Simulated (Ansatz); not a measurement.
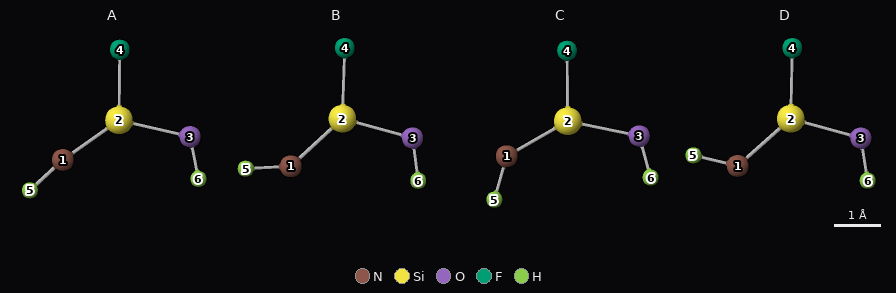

4 geometries from a converged minimum-energy path of SiNH$_{2}$OF, shuffled. Style: ball-and-stick. Shown at a tilt.

Level of theory: RKS PBE0-D4/def2-TZVP (Ansatz). Set-up: 5 movable images; climbing image; force threshold 0.05 eV/Å; iteration limit 60; starting path through a guess of the saddle point.

**Which frame is the top of the path?**

A. In order along the path, whose images run from 0 to 6: D (image 0, 0.000 eV), B (image 1, +0.037 eV), A (image 3, +0.187 eV), C (image 5, +0.105 eV). The motion is an in-plane inversion: the angle Si2–N1–H5 opens from 125° to 172° on the way and closes on the other side (124° at the end). No bond forms or breaks between the ends. Among the angles between lasting bonds that change up to the highest image: Si2–N1–H5 124.7° → 172.3°, N1–Si2–O3 122.7° → 131.6°.

The run took 2.9 min on 2 threads of Arm Neoverse V1 (shared host), peak memory 0.24 GiB.
